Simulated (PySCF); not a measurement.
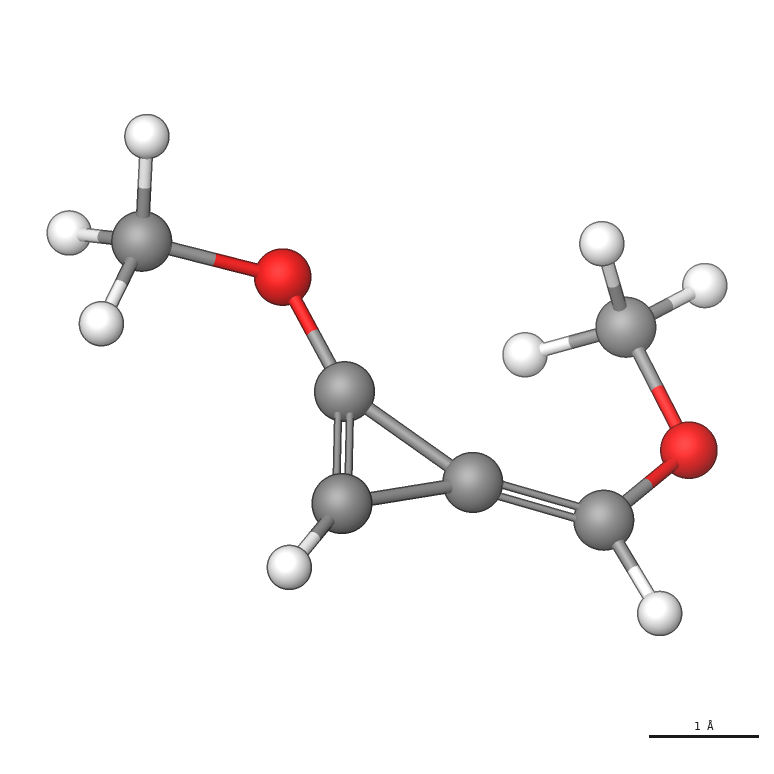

The picture shows a molecular structure as a ball-and-stick model. Multiple sticks mark multiple bonds (one Kekulé form). Colours: carbon grey, oxygen red, hydrogen white.

Computed geometry: GFN2-xTB optimisation. No frequency run is at hand to confirm it as a minimum.

Identify the structure.

Formula C₆H₈O₂. As SMILES it reads `CO/C=C1C=C/1OC`. Independent rings (smallest set): 1 of 3 members. Among its groups: ether, alkene. Coordination, clear cases only: 2 C tetrahedral; 2 O bent; 1 C trigonal planar.

More results for the same structure follow; atom numbers are the same in all pictures, views and colours differ.

## Shape

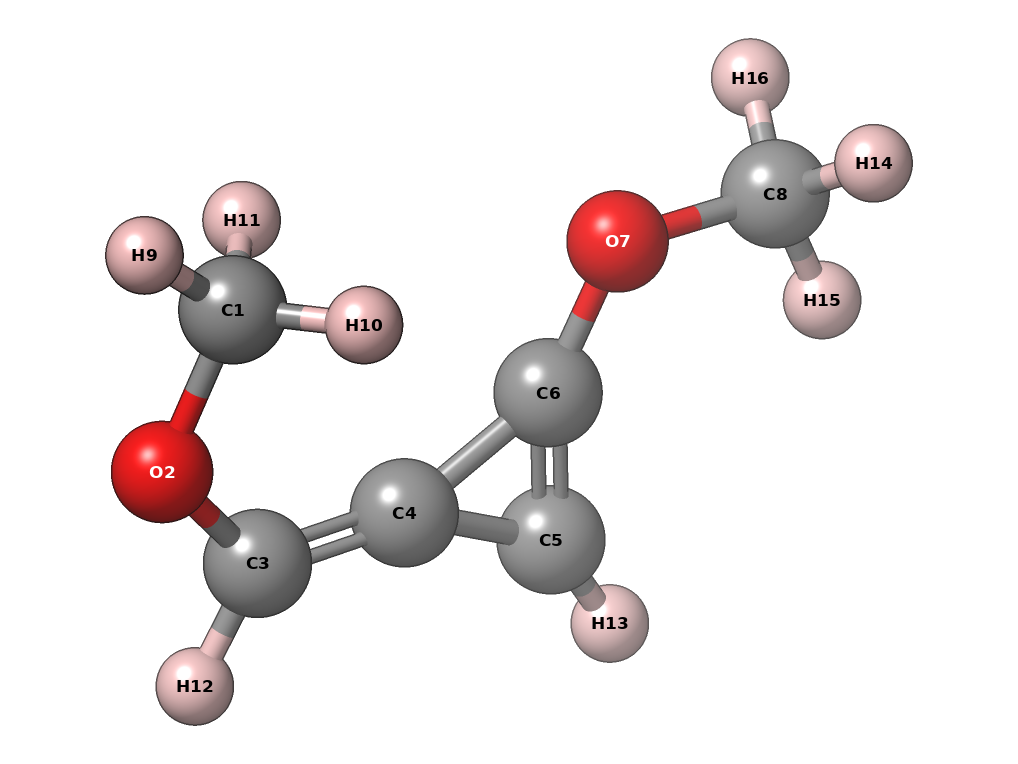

Distant atoms are faded towards the background colour. No frequency run is at hand to confirm it as a minimum.

> Find the stereocentres and stereogenic double bonds.

Double bonds: C3=C4.

> Assign CIP descriptors.

C3=C4: Z.

## NMR shielding

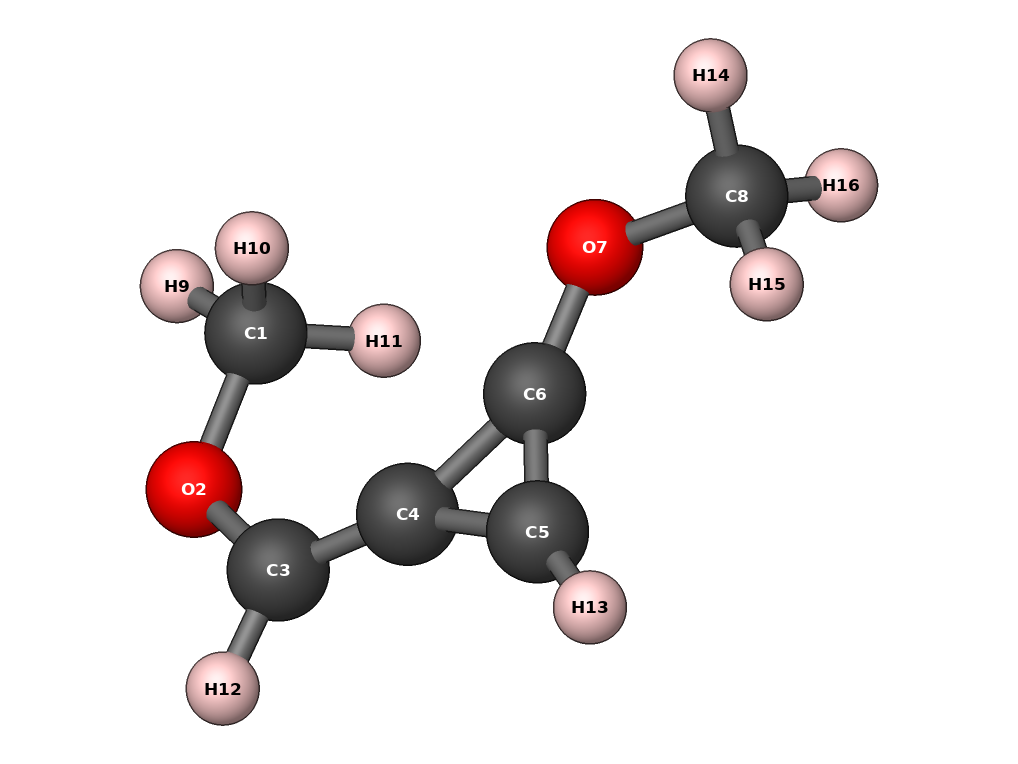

No frequency run is at hand to confirm it as a minimum. Properties computed with GIAO PBE0/pcSseg-1 NMR shielding, non-relativistic, gas phase (PySCF 2.14.0). Principal shieldings σ11 ≤ σ22 ≤ σ33, span Ω = σ33 − σ11, skew κ = 3(σiso − σ22)/Ω.

> Which O atom has the most anisotropic shielding?

O7, with a span of 238 ppm.

Give the shielding tensors of the O atoms.

```
atom    σ11    σ22    σ33   σiso      Ω      κ
  O2  219.3  296.5  314.2  276.7   94.9  −0.63
  O7   99.5  261.1  337.5  232.7  238.0  −0.36
```

Shieldings and span in ppm.

## Charges

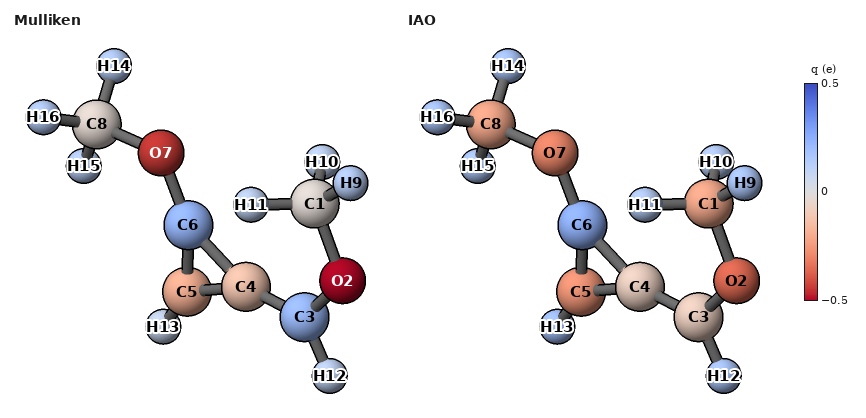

Atomic charges of one calculation by 2 schemes, on one colour scale. No frequency run is at hand to confirm it as a minimum. Method: PBE0/pcSseg-1 (PySCF 2.14.0).

> On which atom do the schemes disagree most?

On C3 (from −0.07 to 0.20 e).

List the charges (e), one line for each set of equivalent atoms. Atoms whose distances differ by more than 0.02 Å in this geometry are listed apart.

```tsv
atom	Mulliken	IAO
C1	−0.02	−0.20
O2	−0.49	−0.35
C3	0.20	−0.07
C4	−0.11	−0.07
C5	−0.18	−0.25
C6	0.21	0.23
O7	−0.44	−0.29
C8	−0.03	−0.21
H9	0.12	0.15
H10	0.10	0.13
H11	0.09	0.12
H12	0.10	0.16
H13	0.07	0.18
H14	0.13	0.16
H15	0.12	0.15
H16	0.13	0.16
```

## Electronic properties

No frequency run is at hand to confirm it as a minimum. Properties computed with PBE0/def2-SVPD, gas phase (PySCF 2.14.0). Excitations: vertical, linear response.

> Give the lowest vertical singlet excitation at this level.

4.33 eV.

> Estimate the mean static polarisability.

81.3 bohr³.

> What is the dipole moment?

4.44 D.

> What is the HOMO energy (Kohn–Sham orbital)?

−5.05 eV.

Mulliken values depend strongly on the basis set and can even reverse the polarity of a bond.
